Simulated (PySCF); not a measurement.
# [Pm(H2O)3]3+: shape, vibrations and bonding

Task: relax [Pm(H2O)3]3+, compute its harmonic modes and analyse its electrons. The structure is generated, not taken from experiment.

Computed with PySCF 2.14.0. Level: PBE0, Pm lcecp-1-SVP with ECP50, O def2-SVP, H def2-SVP; scalar-relativistic core potentials, no spin–orbit coupling.

1 further run of the same task is left out (for a known fault of the program).

## (1) Where the work starts

10 atoms, charge 3, spin multiplicity 1.

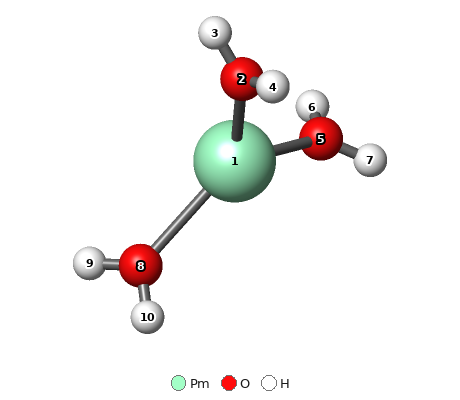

As it starts; promethium light green, oxygen red, hydrogen white; atoms are numbered from 1 in the order of the file.

As a file:

```xyz
10
charge 3, multiplicity 1
Pm    0.0000    0.0000    0.0000
O     2.5100    0.0000    0.0000
H     3.1000    0.0000    0.7700
H     3.1000    0.0000   -0.7700
O    -1.2550    2.1737    0.0000
H    -1.5500    2.6847    0.7700
H    -1.5500    2.6847   -0.7700
O    -1.2550   -2.1737    0.0000
H    -1.5500   -2.6847    0.7700
H    -1.5500   -2.6847   -0.7700
```

Formal oxidation states: Pm +3. Each metal's 4 4f electrons lie in its core potential, so multiplicities, spins and levels count the valence alone.

## (2) SCF at the start, singlet

Input file run.py (the lines that set the calculation):

```python
mol = gto.M(atom='''
Pm     0.00000     0.00000     0.00000
O      2.51000     0.00000     0.00000
H      3.10000     0.00000     0.77000
H      3.10000     0.00000    -0.77000
O     -1.25500     2.17370     0.00000
H     -1.55000     2.68470     0.77000
H     -1.55000     2.68470    -0.77000
O     -1.25500    -2.17370     0.00000
H     -1.55000    -2.68470     0.77000
H     -1.55000    -2.68470    -0.77000''',
    basis={'Pm': 'lcecp-1-SVP', 'O': 'def2-SVP', 'H': 'def2-SVP'},
    ecp={'Pm': 'lcecp-1-SVP'},
    charge=3, spin=0)
mf = dft.RKS(mol, xc='PBE0')
mf.grids.atom_grid = (50, 194)  # f atoms: unpruned, at least (60, 302)
mf = mf.density_fit()  # fitting sets: Pm AutoAux, O def2-universal-JKFIT, H def2-universal-JKFIT
mf.conv_tol = 1e-08; mf.max_cycle = 55
mf.kernel(dm0)  # dm0: free metal ions and neutral atoms
```

Run with:

```console
OMP_NUM_THREADS=2 python run.py
```

Log:

```text
init E= -252.754240242632
  HOMO = -1.29480752032036  LUMO = -0.660528286831399  gap/eV = 17.25962
cycle= 1 E= -260.151292752365  delta_E= -7.4  |g|= 3.06  |ddm|= 2.98
  HOMO = -0.654421805046445  LUMO = -0.573389149242793  gap/eV = 2.20501
cycle= 2 E= -248.098885186679  delta_E= 12.1  |g|= 5.94  |ddm|= 6.89
  HOMO = -0.919042838548957  LUMO = -0.468430846596615  gap/eV = 12.26178
cycle= 3 E= -261.694604943636  delta_E= -13.6  |g|= 0.785  |ddm|= 6.58
  HOMO = -0.906370882999214  LUMO = -0.653356660406686  gap/eV = 6.88487
cycle= 4 E= -261.879854473222  delta_E= -0.185  |g|= 0.252  |ddm|= 1.23
  HOMO = -0.886518078481295  LUMO = -0.644206262898217  gap/eV = 6.59364
cycle= 5 E= -261.893267060118  delta_E= -0.0134  |g|= 0.0284  |ddm|= 0.181
  HOMO = -0.885960966049161  LUMO = -0.643569149647962  gap/eV = 6.59582
cycle= 6 E= -261.893442705175  delta_E= -0.000176  |g|= 0.00285  |ddm|= 0.0229
  HOMO = -0.886140227546267  LUMO = -0.643752258230291  gap/eV = 6.59571
cycle= 7 E= -261.893444562947  delta_E= -1.86e-06  |g|= 0.000195  |ddm|= 0.0037
  HOMO = -0.886116979470926  LUMO = -0.643680914577864  gap/eV = 6.59702
cycle= 8 E= -261.893444576898  delta_E= -1.4e-08  |g|= 0.000129  |ddm|= 0.000435
  HOMO = -0.886119764566949  LUMO = -0.643676445066839  gap/eV = 6.59722
cycle= 9 E= -261.893444579543  delta_E= -2.64e-09  |g|= 5.72e-05  |ddm|= 8.85e-05
  HOMO = -0.886130416663433  LUMO = -0.643668649241616  gap/eV = 6.59772
Extra cycle  E= -261.893444578913  delta_E= 6.3e-10  |g|= 8.34e-05  |ddm|= 9.55e-05
converged SCF energy = -261.893444578913
```

Run time: 3.3 s. Hardware: 2 threads of Arm Neoverse V2, shared host; peak memory 0.66 GiB.

It gives: E = -261.893445 Eh, HOMO -24.11 eV, LUMO -17.52 eV, Mulliken charge on Pm1 +2.14 e. 

## (3) Relaxation, singlet

Steps are kept in the start's point group, D3h.

Input file run.py (the lines that set the calculation):

```python
mol = gto.M(atom='''
Pm     0.00000     0.00000     0.00000
O      2.50999     0.00001     0.00000
H      3.10001     0.00001     0.77000
H      3.10001     0.00001    -0.77000
O     -1.25500     2.17371     0.00000
H     -1.55002     2.68468     0.77000
H     -1.55002     2.68468    -0.77000
O     -1.25498    -2.17372     0.00000
H     -1.54999    -2.68470     0.77000
H     -1.54999    -2.68470    -0.77000''',
    basis={'Pm': 'lcecp-1-SVP', 'O': 'def2-SVP', 'H': 'def2-SVP'},
    ecp={'Pm': 'lcecp-1-SVP'},
    charge=3, spin=0)
mf = dft.RKS(mol, xc='PBE0')
mf.grids.atom_grid = (50, 194)  # f atoms: unpruned, at least (60, 302)
mf = mf.density_fit()  # fitting sets: Pm AutoAux, O def2-universal-JKFIT, H def2-universal-JKFIT
mf.conv_tol = 1e-08; mf.max_cycle = 55
mf.kernel(dm0)  # dm0: an SCF of this state at this start
# quasi-Newton relaxation in Cartesian coordinates to a largest gradient under 0.00045 Eh/bohr, steps kept in the point group
```

Run with:

```console
OMP_NUM_THREADS=2 python run.py
```

No log is kept here; the results follow.

Wall time 38 s (2 threads of Arm Neoverse V2, shared host).

Relaxation path:

```tsv
step	energy from step 1 (eV)	largest force component (eV/Å)
1	0.0000	2.0560
2	-0.1929	0.7580
3	-0.3424	0.4005
4	-0.3686	0.3643
5	-0.3747	0.0429
6	-0.3748	0.0017
```

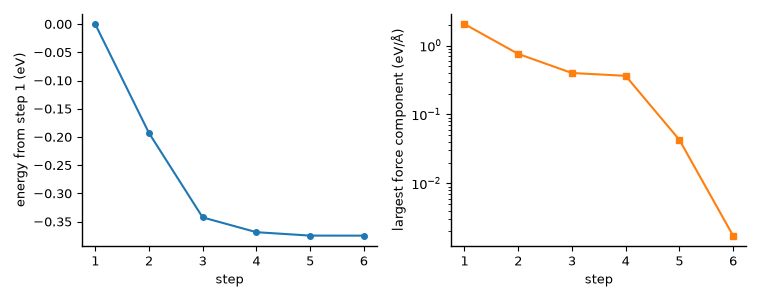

Energy and largest force along the relaxation.

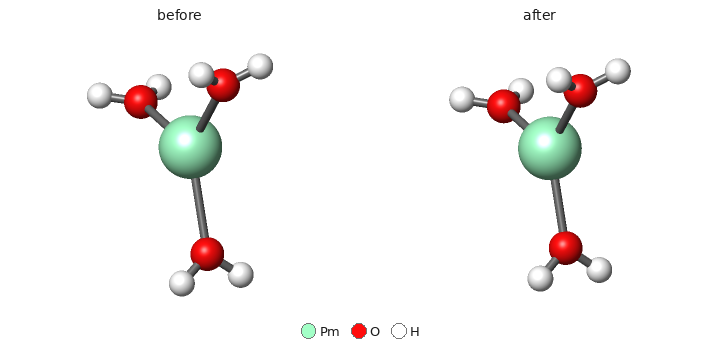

Before and after, at one scale.

Distances of close pairs at the start and the end, largest changes first:

```tsv
bond	before (Å)	after (Å)	change (Å)
Pm1–O8	2.510	2.338	-0.172
Pm1–O2	2.510	2.338	-0.172
Pm1–O5	2.510	2.338	-0.172
O8–H9	0.970	0.987	+0.017
O8–H10	0.970	0.987	+0.017
O2–H3	0.970	0.987	+0.017
O2–H4	0.970	0.987	+0.017
O5–H6	0.970	0.987	+0.017
```

It ends in D3h at E = -261.907217 Eh.

```xyz
10

Pm    0.00000    0.00000    0.00000
O     2.33758    0.00001    0.00000
H     2.95446    0.00001    0.77026
H     2.95446    0.00001   -0.77026
O    -1.16880    2.02440    0.00000
H    -1.47724    2.55863    0.77026
H    -1.47724    2.55863   -0.77026
O    -1.16878   -2.02441    0.00000
H    -1.47722   -2.55865    0.77026
H    -1.47722   -2.55865   -0.77026
```

## (4) Harmonic vibrations

Input file run.py (the lines that set the calculation):

```python
mol = gto.M(atom='''
Pm     0.00000     0.00000     0.00000
O      2.33758     0.00001     0.00000
H      2.95446     0.00001     0.77026
H      2.95446     0.00001    -0.77026
O     -1.16880     2.02440     0.00000
H     -1.47724     2.55863     0.77026
H     -1.47724     2.55863    -0.77026
O     -1.16878    -2.02441     0.00000
H     -1.47722    -2.55865     0.77026
H     -1.47722    -2.55865    -0.77026''',
    basis={'Pm': 'lcecp-1-SVP', 'O': 'def2-SVP', 'H': 'def2-SVP'},
    ecp={'Pm': 'lcecp-1-SVP'},
    charge=3, spin=0)
mf = dft.RKS(mol, xc='PBE0')
mf.grids.atom_grid = (50, 194)  # f atoms: unpruned, at least (60, 302)
mf = mf.density_fit()  # fitting sets: Pm AutoAux, O def2-universal-JKFIT, H def2-universal-JKFIT
mf.conv_tol = 1e-10; mf.max_cycle = 55
mf.kernel(dm0)  # dm0: the density of the relaxed state
# Hessian and dipole derivatives by central differences of gradients, 0.02 bohr
```

Run with:

```console
OMP_NUM_THREADS=2 python run.py
```

No log is kept here; the results follow.

It took 74 s on 2 threads of Arm Neoverse V2, shared host.

Point group D3h; negative numbers are unstable modes, and those under 60 cm⁻¹ are near the numerical noise:

```tsv
cm⁻¹	km/mol	symmetry
-196	0.0	a1''
-179	0.0	e''
-179	0.0	e''
-50	6.2	a2''
50	4.0	e'
50	4.0	e'
388	0.0	a1'
395	32.1	e'
395	32.1	e'
617	0.0	e''
617	0.0	e''
633	271.9	a2''
638	0.0	a2'
667	576.4	e'
667	576.4	e'
1675	205.1	e'
1675	205.1	e'
1678	0.0	a1'
3585	840.0	e'
3585	840.0	e'
3603	0.0	a1'
3621	0.0	e''
3621	0.0	e''
3623	1272.8	a2''
```

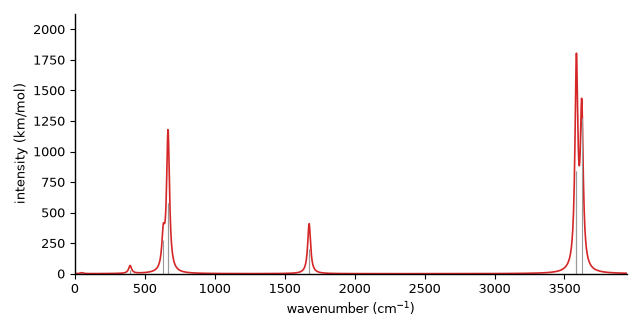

The infrared spectrum from the harmonic lines. Lines are broadened to a width of 25 cm⁻¹ (Lorentzian).

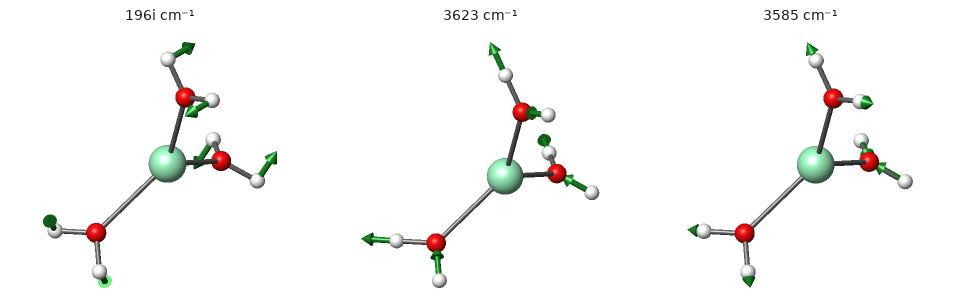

Displacements of 3 modes, as arrows.

## (5) Displaced along the imaginary mode

Steps are kept in the start's point group, D3.

Input file run.py (the lines that set the calculation):

```python
mol = gto.M(atom='''
Pm     0.00000     0.00000     0.00000
O      2.33758     0.00001     0.00000
H      2.95446    -0.24999     0.77026
H      2.95446     0.25001    -0.77026
O     -1.16880     2.02440     0.00000
H     -1.26074     2.68363     0.77026
H     -1.69375     2.43363    -0.77026
O     -1.16878    -2.02441     0.00000
H     -1.69373    -2.43365     0.77026
H     -1.26071    -2.68365    -0.77026''',
    basis={'Pm': 'lcecp-1-SVP', 'O': 'def2-SVP', 'H': 'def2-SVP'},
    ecp={'Pm': 'lcecp-1-SVP'},
    charge=3, spin=0)
mf = dft.RKS(mol, xc='PBE0')
mf.grids.atom_grid = (50, 194)  # f atoms: unpruned, at least (60, 302)
mf = mf.density_fit()  # fitting sets: Pm AutoAux, O def2-universal-JKFIT, H def2-universal-JKFIT
mf.conv_tol = 1e-08; mf.max_cycle = 55
mf.kernel(dm0)  # dm0: an SCF of this state at this start
# quasi-Newton relaxation in Cartesian coordinates to a largest gradient under 0.00045 Eh/bohr, steps kept in the point group
```

Run with:

```console
OMP_NUM_THREADS=2 python run.py
```

The driver keeps no SCF log for this step, only its results.

Run time: 3.1 min. Hardware: 2 threads of Arm Neoverse V2, shared host.

Relaxation path:

```tsv
step	energy from step 1 (eV)	largest force component (eV/Å)
1	0.0000	1.1763
2	-0.1508	0.1526
3	-0.1579	0.0477
4	-0.1628	0.1557
5	-0.1667	0.2502
6	-0.1736	0.3221
7	-0.1878	0.2644
8	-0.2046	0.0402
9	-0.2122	0.1511
10	-0.2185	0.2296
11	-0.2277	0.2655
12	-0.2387	0.0758
13	-0.2424	0.2414
14	-0.2481	0.0349
15	-0.2523	0.0472
16	-0.2543	0.1880
17	-0.2571	0.0113
18	-0.2584	0.0466
19	-0.2589	0.1415
20	-0.2597	0.0395
21	-0.2603	0.0238
22	-0.2607	0.1037
23	-0.2612	0.0023
```

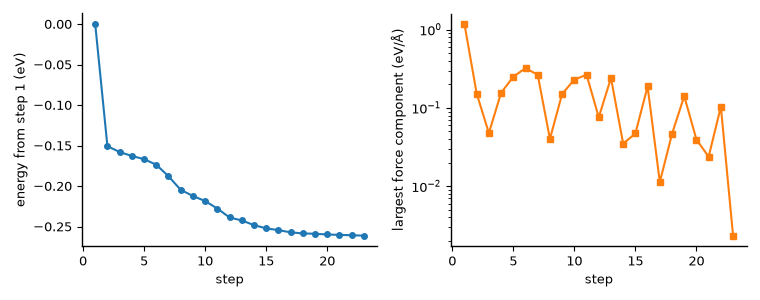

Energy and force, step by step.

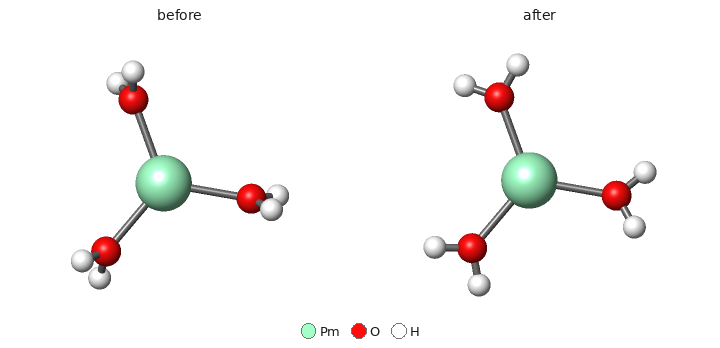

The geometry before (left) and after (right).

Distances of close pairs at the start and the end, largest changes first:

```tsv
bond	before (Å)	after (Å)	change (Å)
O8–H10	1.018	0.987	-0.031
O5–H7	1.018	0.987	-0.031
O8–H9	1.018	0.987	-0.031
O2–H3	1.018	0.987	-0.031
O5–H6	1.018	0.987	-0.031
O2–H4	1.018	0.987	-0.031
Pm1–O2	2.338	2.323	-0.014
Pm1–O5	2.338	2.323	-0.014
```

It ends in D3 at E = -261.912191 Eh.

```
Pm    0.0000    0.0000    0.0000
O     2.3232    0.0000    0.0000
H     2.9394   -0.7468    0.1927
H     2.9394    0.7468   -0.1927
O    -1.1616    2.0120    0.0000
H    -0.8229    2.9190    0.1927
H    -2.1165    2.1721   -0.1927
O    -1.1616   -2.0120    0.0000
H    -2.1164   -2.1722    0.1927
H    -0.8229   -2.9190   -0.1927
```

## (6) Frequencies and infrared intensities

Input file run.py (the lines that set the calculation):

```python
mol = gto.M(atom='''
Pm     0.00000     0.00000     0.00000
O      2.32323     0.00001     0.00000
H      2.93936    -0.74681     0.19266
H      2.93936     0.74684    -0.19266
O     -1.16163     2.01197     0.00000
H     -0.82293     2.91897     0.19266
H     -2.11646     2.17214    -0.19266
O     -1.16161    -2.01199     0.00000
H     -2.11644    -2.17216     0.19266
H     -0.82290    -2.91897    -0.19266''',
    basis={'Pm': 'lcecp-1-SVP', 'O': 'def2-SVP', 'H': 'def2-SVP'},
    ecp={'Pm': 'lcecp-1-SVP'},
    charge=3, spin=0)
mf = dft.RKS(mol, xc='PBE0')
mf.grids.atom_grid = (50, 194)  # f atoms: unpruned, at least (60, 302)
mf = mf.density_fit()  # fitting sets: Pm AutoAux, O def2-universal-JKFIT, H def2-universal-JKFIT
mf.conv_tol = 1e-10; mf.max_cycle = 55
mf.kernel(dm0)  # dm0: the density of the relaxed state
# Hessian and dipole derivatives by central differences of gradients, 0.02 bohr
```

Run with:

```console
OMP_NUM_THREADS=2 python run.py
```

No log is kept here; the results follow.

Run time: 92 s. Hardware: 2 threads of Arm Neoverse V2, shared host.

Point group D3; negative numbers are unstable modes, and those under 60 cm⁻¹ are near the numerical noise:

```tsv
cm⁻¹	km/mol	symmetry
-18	8.4	a2
72	4.4	e
72	4.4	e
92	0.0	a1
103	0.4	e
103	0.4	e
388	0.0	a1
403	26.1	e
403	26.1	e
608	1.3	a2
640	107.8	e
640	107.8	e
671	52.2	e
671	52.2	e
690	1086.7	a2
1674	208.8	e
1674	208.8	e
1679	0.0	a1
3581	826.3	e
3581	826.3	e
3598	0.0	a1
3616	81.2	a2
3620	627.2	e
3620	627.2	e
```

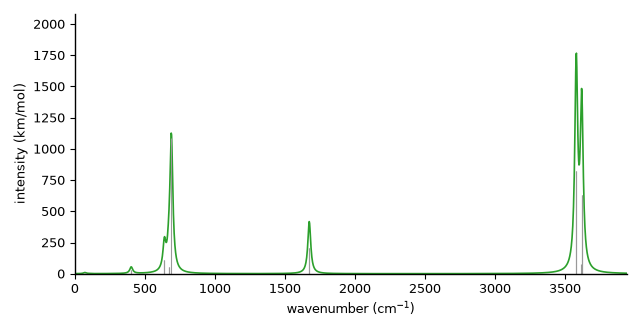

The infrared spectrum from the harmonic lines. Lines are broadened to a width of 25 cm⁻¹ (Lorentzian).

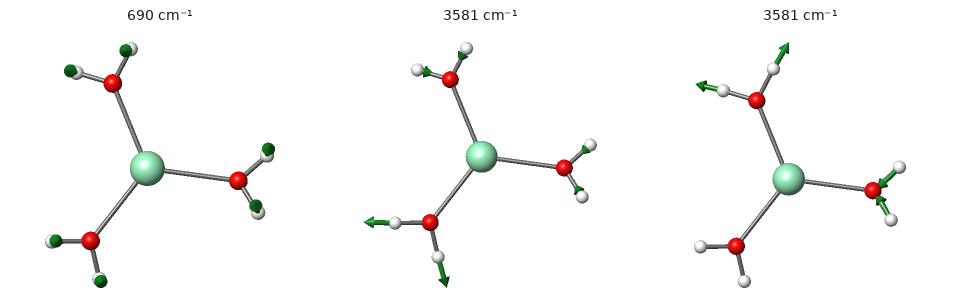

How the atoms move in 3 of the modes.

## (7) Charges, bond orders and levels

Edit run.py (the lines that set the calculation) of step 6 so:

```diff
@@ -15,6 +15,5 @@
 mf = dft.RKS(mol, xc='PBE0')
-mf.grids.atom_grid = (50, 194)  # f atoms: unpruned, at least (60, 302)
+mf.grids.atom_grid = (75, 302)  # f atoms: unpruned, at least (60, 302)
 mf = mf.density_fit()  # fitting sets: Pm AutoAux, O def2-universal-JKFIT, H def2-universal-JKFIT
-mf.conv_tol = 1e-10; mf.max_cycle = 55
+mf.conv_tol = 1e-09; mf.max_cycle = 55
 mf.kernel(dm0)  # dm0: the density of the relaxed state
-# Hessian and dipole derivatives by central differences of gradients, 0.02 bohr
```

Run with:

```console
OMP_NUM_THREADS=2 python run.py
```

Log:

```text
init E= -261.912191753329
  HOMO = -0.917504409372995  LUMO = -0.616130261604166  gap/eV = 8.20081
cycle= 1 E= -261.91219175347  delta_E= -1.41e-10  |g|= 4.4e-06  |ddm|= 3.93e-05
  HOMO = -0.917505126758137  LUMO = -0.61612975326317  gap/eV = 8.20084
Extra cycle  E= -261.912191753468  delta_E= 1.93e-12  |g|= 5.75e-06  |ddm|= 7.67e-06
converged SCF energy = -261.912191753468
```

Run time: 42 s. Hardware: 2 threads of Arm Neoverse V2, shared host.

It gives: E = -261.912192 Eh, HOMO -24.97 eV, LUMO -16.77 eV, Mulliken charge on Pm1 +2.02 e, largest force component 0.003 eV/Å. 

Löwdin charges:

```tsv
atom	value (e)
Pm1	1.70
O2	0.02
H3	0.21
H4	0.21
O5	0.02
H6	0.21
H7	0.21
O8	0.02
H9	0.21
H10	0.21
```

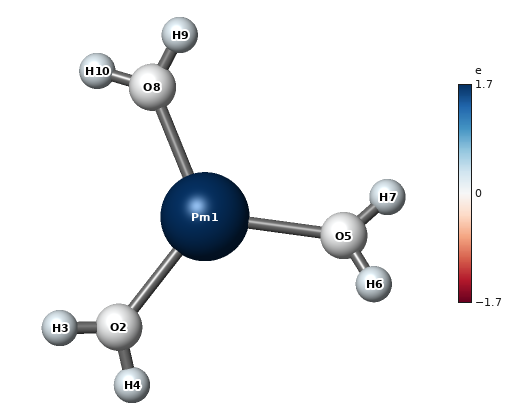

Löwdin charges, as colours on the atoms.

Mulliken charges: Pm1 +2.02, O2 -0.33, H3 +0.33, H4 +0.33, O5 -0.33, H6 +0.33, H7 +0.33, O8 -0.33, H9 +0.33, H10 +0.33 e.

Contacts (the nearest donor of each ligand) and Mayer bond orders:

```tsv
contact	distance (Å)	bond order
Pm1–O2 (H2O)	2.323	0.57
Pm1–O5 (H2O)	2.323	0.57
Pm1–O8 (H2O)	2.323	0.57
```

Mulliken populations of Pm1 outside the core potential: s 2.10, p 6.13, d 0.70, f 0.05.

The fields below are evaluated on a grid from the run's orbitals.

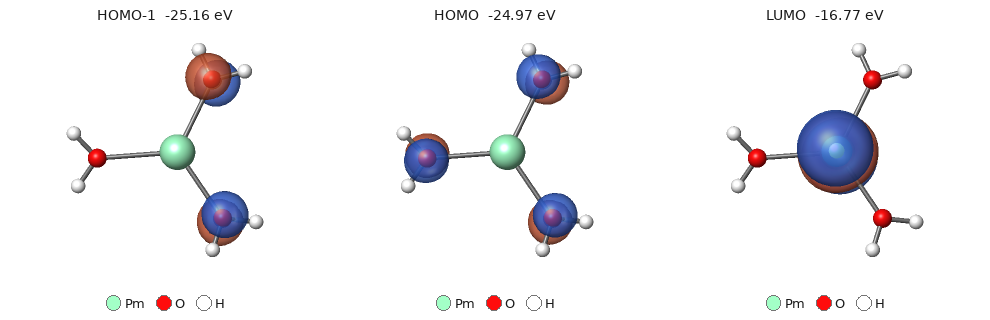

PBE0 orbitals near the gap, drawn at the value that encloses 70 % of each; the two colours are the two signs.

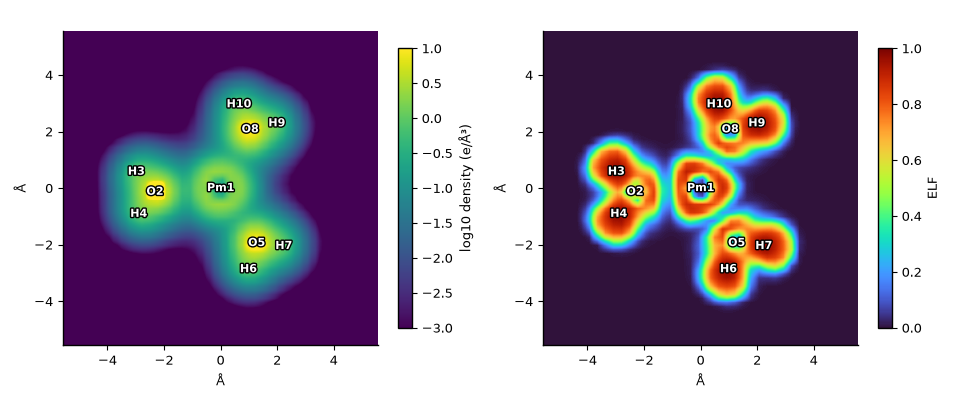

Density (left) and ELF (right) in a plane through or near 10 of the atoms.

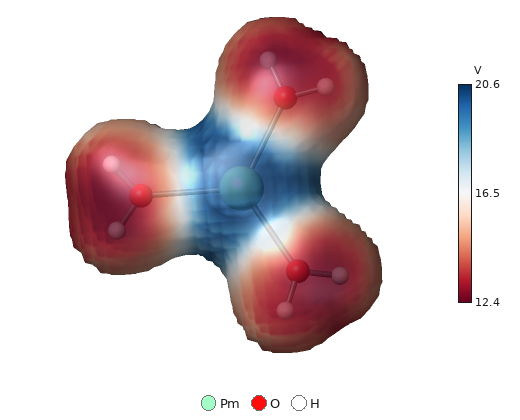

Electrostatic potential on the surface of density 0.002 e/bohr³; red is low, blue high. It runs from 12.43 to 20.56 V.

## (8) Outcome

```
                                                              quantity                            value
                                                 state and point group       singlet in the valence, D3
                                                 first geometry: modes    -196 to 3623 cm⁻¹, 4 unstable
first geometry: strongest infrared band (modes within 1.5 cm⁻¹ summed)          3585 cm⁻¹ (1680 km/mol)
                                                                 modes  -18 to 3620 cm⁻¹, none unstable
                strongest infrared band (modes within 1.5 cm⁻¹ summed)          3581 cm⁻¹ (1653 km/mol)
                                                     zero-point energy                         1.996 eV
                                                 metal–ligand contacts                           2.32 Å
                                                       frontier levels   HOMO -24.97 eV, LUMO -16.77 eV
                                       dipole about the centre of mass                           0.00 D
                                                   mean polarisability                           4.9 Å³
```

In words: At the first geometry 4 modes are unstable, so this structure is a saddle point; the molecule was then pushed along the lowest one and relaxed again. All modes are real within the noise of the softest ones, so a minimum is likely but not shown. The metal carries +1.70 e by Löwdin's partition against a formal +3, and bond orders to the nearest donors reach 0.57. Both measures hang on the basis. Leaving the first, D3h structure gained 0.14 eV and gave D3. One start shape was tried, so another isomer may lie lower. These are double-zeta-type bases without diffuse functions. Spin–orbit coupling is left out.
